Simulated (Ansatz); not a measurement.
# CH6GaN (SMILES [CH3][GaH][NH2]) at r2SCAN0/6-31G(d) (spherical functions)

What is the electronic atomisation energy of CH6GaN at r2SCAN0/6-31G* (spherical functions)? 

The results are computed with Ansatz 0.2.0.

65 further runs of the same task are left out: 1 that didn't finish, 64 set aside as unsound or not needed.

## Step 1: The molecule

The species is CH6GaN (9 atoms), meant as a singlet with charge 0. SMILES: `[CH3][GaH][NH2]`. Geometry: relaxed at PBE0-D4/def2-TZVP.

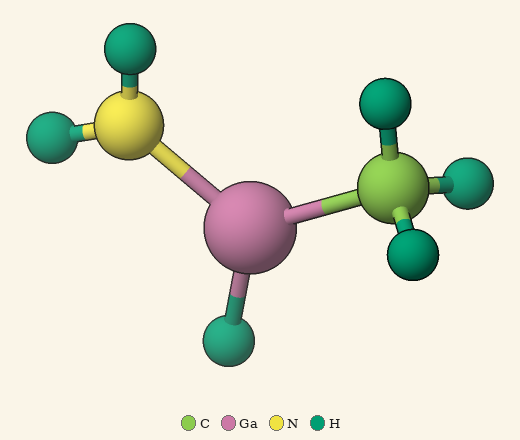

Viewed from a chosen angle; carbon green, gallium pink, nitrogen yellow, hydrogen teal.

## Step 2: The energy at r2SCAN0/6-31G(d) (spherical functions)

File molecule.yaml:

```yaml
crystal:
  periodic: [false, false, false]
  atoms:
    - {symbol: C, position_ang: [-0.279100, 0.944700, -1.124800]}
    - {symbol: Ga, position_ang: [0.513400, -0.531900, -0.104400]}
    - {symbol: "N", position_ang: [-0.068200, -0.807600, 1.596800]}
    - {symbol: H, position_ang: [-0.756000, 0.568300, -2.033100]}
    - {symbol: H, position_ang: [0.493400, 1.652200, -1.435600]}
    - {symbol: H, position_ang: [-1.026300, 1.483500, -0.540100]}
    - {symbol: H, position_ang: [1.617900, -1.521300, -0.608700]}
    - {symbol: H, position_ang: [0.276500, -1.536600, 2.197700]}
    - {symbol: H, position_ang: [-0.771600, -0.251300, 2.052200]}
basis:
  gaussian:
    orbitals: 6-31G_st_-spherical.json
hamiltonian:
  xc: {name: r2SCAN0}
accuracy: high
output: {orbitals: {seedname: orbitals}}
```

The basis set 6-31G* is read from a file made from the Basis Set Exchange's data (not shown).

Started as:

```sh
$ ansatz run molecule.yaml --threads 1 --pin off --max-ram 3480MiB --events-out events.jsonl --progress --plain --runs-dir runs
```

What it wrote:

```text
Warning: RAYON_NUM_THREADS=1 ignored (pool sized by the plan → 1); use --threads N
Functional definition: r2SCAN0
  name "r2SCAN0"
  parameter a = 0.25
  parameter k0 = 0.174
  parameter k1 = 0.065
  parameter a1 = 4.9479
  exchange = (1 - a)*r2scan_x(k0 = k0, k1 = k1, a1 = a1) + a*exact_x
  correlation = r2scan_c
1652 factors; integrals over basis functions are off by at most 4.7e-9 eV
mean field evaluation 1: about -54984.1161 eV, gradient 6.3e1 eV
mean field evaluation 2: about -54972.3141 eV, gradient 9.0e1 eV
mean field evaluation 4: about -54992.2780 eV, gradient 4.4e0 eV
mean field evaluation 8: about -54992.4889 eV, gradient 3.4e-1 eV
mean field evaluation 16: about -54992.4890 eV, gradient 1.6e-5 eV
mean field -54992.48904975 eV, -2020.9366973306 hartree, gradient 3.9e-8 eV, S^2 0.000000; 0 other end points of the search recorded, 0 dependent functions left out
reference -54992.48905070 eV, -2020.9366973652 hartree; 25, 25 occupied and 47, 47 virtual orbitals, 1652 factors
Total energy: -54992.48905070 eV, -2020.9366973652 hartree
```

It took 14 s on 1 thread of Arm Neoverse V1, shared host; peak memory 0.29 GiB.

## Step 3: The C atom at the same level

File input.yaml:

```yaml
crystal:
  periodic: [false, false, false]
  atoms:
    - {symbol: C, position_ang: [0.000000, 0.000000, 0.000000]}
basis:
  gaussian:
    orbitals: 6-31G_st_-spherical.json
magnetization:
  spin_polarized: true
  initial_magnetization: 2
hamiltonian:
  xc: {name: r2SCAN0}
accuracy: high
```

The basis set 6-31G* is read from a file made from the Basis Set Exchange's data (not shown).

Run the same way, it converges to -37.82117 Eh (log not shown).

## Step 4: The Ga atom at the same level

File run.yaml:

```yaml
crystal:
  periodic: [false, false, false]
  atoms:
    - {symbol: Ga, position_ang: [0.000000, 0.000000, 0.000000]}
basis:
  gaussian:
    orbitals: 6-31G_st_-spherical.json
magnetization:
  spin_polarized: true
  initial_magnetization: 1
hamiltonian:
  xc: {name: r2SCAN0}
accuracy: high
```

The basis set 6-31G* is read from a file made from the Basis Set Exchange's data (not shown).

Run the same way, it converges to -1924.48798 Eh (log not shown).

## Step 5: The H atom

File run.yaml:

```yaml
crystal:
  periodic: [false, false, false]
  atoms:
    - {symbol: H, position_ang: [0.000000, 0.000000, 0.000000]}
basis:
  gaussian:
    orbitals: "6-31G*"
magnetization:
  spin_polarized: true
  initial_magnetization: 1
hamiltonian:
  xc: {name: r2SCAN0}
accuracy: high
```

Run the same way, it converges to -0.49823 Eh (log not shown).

## Step 6: The N atom

File in.yaml:

```yaml
basis:
  gaussian: {orbitals: 6-31G_st_-spherical.json}
crystal:
  periodic: [false, false, false]
  atoms:
    - {symbol: "N", position_ang: [0.000000, 0.000000, 0.000000]}
hamiltonian: {xc: {name: r2SCAN0}}
magnetization: {spin_polarized: true, initial_magnetization: 3}
accuracy: high
```

The basis set 6-31G* is read from a file made from the Basis Set Exchange's data (not shown).

Run the same way, it converges to -54.56217 Eh (log not shown).

## Step 7: Outcome

Level: r2SCAN0/6-31G* (spherical functions).

```
                     quantity           value
       molecule: total energy  -2020.93670 Eh
        molecule: HOMO energy        -7.14 eV
        molecule: LUMO energy         0.05 eV
      molecule: HOMO–LUMO gap         7.20 eV
         C atom: total energy    -37.82117 Eh
                 C atom: ⟨S²⟩           2.004
        Ga atom: total energy  -1924.48798 Eh
                Ga atom: ⟨S²⟩           0.755
         H atom: total energy     -0.49823 Eh
                 H atom: ⟨S²⟩           0.750
         N atom: total energy    -54.56217 Eh
                 N atom: ⟨S²⟩           3.753
electronic atomisation energy       29.280 eV
```

What this shows: Taking the molecule apart into free atoms costs 29.28 eV (2825 kJ/mol), before zero-point energy and without spin-orbit coupling.
